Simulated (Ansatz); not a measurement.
**NH2S (doublet): from Hartree-Fock to the top rungs at a displaced geometry (v2), cc-pVDZ**

Aim: climb from Hartree-Fock through coupled cluster and multireference methods for NH2S (doublet) at one geometry and basis, and see what each rung misses.

Method: cc-pVDZ, core rule «outside noble gas», up to 6 orbitals frozen; program: Ansatz 0.2.0, Gaussian basis.

To be run: UHF; CCSD(T) on ROHF; CCSD(T) on UHF; BCCD(T) on ROHF; CISD; CCSDT(Q) on ROHF; CCSDT(Q) on UHF; CASSCF and MRCISD+Q, 13 electrons in 10 orbitals; CASSCF and NEVPT2, 13 electrons in 10 orbitals.

17 further runs of the same task are left out: 6 that didn't finish, 11 set aside as unsound or not needed.

### 1 The geometry

The geometry is a PBE0/def2-TZVP stationary point (not a proven minimum) with its atoms shifted at random (size 0.100 Å).

4 atoms, charge 0, spin multiplicity 2.

Atoms are counted from 1 here; the program's logs count them from 0.

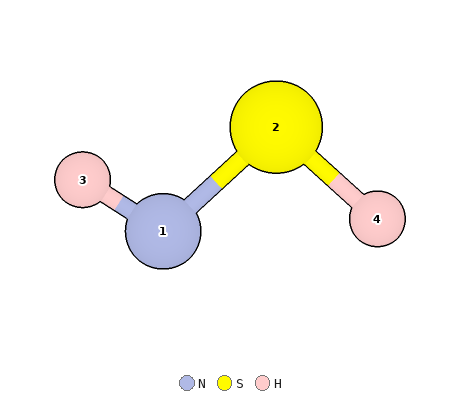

The geometry (nitrogen light blue, sulfur yellow, hydrogen pink); atoms are numbered from 1 in the order of the file.

As a file:

```
N     0.1119   -0.1912    1.0914
S    -0.0530    0.1011   -0.4967
H     0.0236    0.7129    1.5264
H     0.1068   -1.2722   -0.8933
```

### 2 UHF

File in.yaml:

```yaml
crystal:
  periodic: [false, false, false]
  atoms:
    - {symbol: N, position_ang: [0.111896, -0.191234, 1.091446]}
    - {symbol: S, position_ang: [-0.052978, 0.101117, -0.496669]}
    - {symbol: H, position_ang: [0.023643, 0.712930, 1.526385]}
    - {symbol: H, position_ang: [0.106751, -1.272232, -0.893291]}
basis:
  gaussian: {orbitals: cc-pVDZ}
magnetization: {spin_polarized: true, initial_magnetization: 1}
hamiltonian: {xc: hf}
output: {orbitals: {seedname: orbitals}}
```

The run is started by

```console
$ ansatz run in.yaml --threads 1 --pin off --events-out ev --progress --plain --max-ram 2393MiB
```

After this run come: CCSD(T) on ROHF; CCSD(T) on UHF; BCCD(T) on ROHF; CISD; CCSDT(Q) on ROHF; CCSDT(Q) on UHF; CASSCF and MRCISD+Q, 13 electrons in 10 orbitals; CASSCF and NEVPT2, 13 electrons in 10 orbitals.

**Question.** What will the summary of the whole plan be? Wanted: UCCSDT(Q) below the RHF energy; RMP2 from UCCSDT(Q); UMP2 from UCCSDT(Q); RCCSD from UCCSDT(Q); RCCSD(T) from UCCSDT(Q); UCCSD(T) from UCCSDT(Q); RCCSDT(Q) from UCCSDT(Q); NEVPT2 valence from UCCSDT(Q); MRCISD+Q valence from UCCSDT(Q).

As calculated:

| quantity | value |
| --- | --- |
| UCCSDT(Q) below the RHF energy | -8.9117 eV |
| RMP2 from UCCSDT(Q) | +1152.7 meV |
| UMP2 from UCCSDT(Q) | +1174.9 meV |
| RCCSD from UCCSDT(Q) | +294.9 meV |
| RCCSD(T) from UCCSDT(Q) | +46.5 meV |
| UCCSD(T) from UCCSDT(Q) | +46.8 meV |
| RCCSDT(Q) from UCCSDT(Q) | +1.2 meV |
| NEVPT2 valence from UCCSDT(Q) | +1284.8 meV |
| MRCISD+Q valence from UCCSDT(Q) | +54.8 meV |
| levels within 1 kcal/mol (43 meV) | BCCD(T), RCCSDT, UCCSDT, RCCSDT(Q) |
| T1 diagnostic | 0.033 |
| effectively unpaired electrons | 1.02 |

RCCSD(T) misses by +46.5 meV, 0.5 % of the correlation energy. One determinant dominates. Of the multireference levels listed MRCISD+Q valence comes nearest in total energy (+54.8 meV), which doesn't show that its space is the better one. These misses are within one basis, not against nature; the frozen cores of restricted and unrestricted runs differ, which can shift their rows.
